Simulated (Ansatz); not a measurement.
## GaP, response to strain

The parent structure is GaP in the zinc blende structure (space group F-43m, No. 216).

```xyz
2
Lattice="0.0000 2.7193 2.7193 2.7193 0.0000 2.7193 2.7193 2.7193 0.0000" Properties=species:S:1:pos:R:3 pbc="T T T"
Ga     0.0000     0.0000     0.0000
P      1.3596     1.3596     1.3596
```

Strains are applied to the cell and any free atomic positions relax.

The values are results of PBEsol (Ansatz, a quantum-chemistry and plane-wave program), no spin-orbit coupling, not measurements.

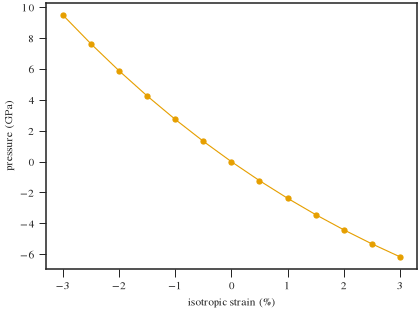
Fig. 1. Pressure against isotropic strain

Problem. From the plot, what is the pressure for isotropic strain +2.00 %?

Solution. About -4 GPa.

Problem. Is the trend monotonic over the range shown?

Solution. Yes, it falls throughout, spanning -6.16 GPa to 9.50 GPa.

Gaps are Kohn–Sham eigenvalue differences; semilocal functionals usually give less than the measured gap. Stability against distortions was not tested.
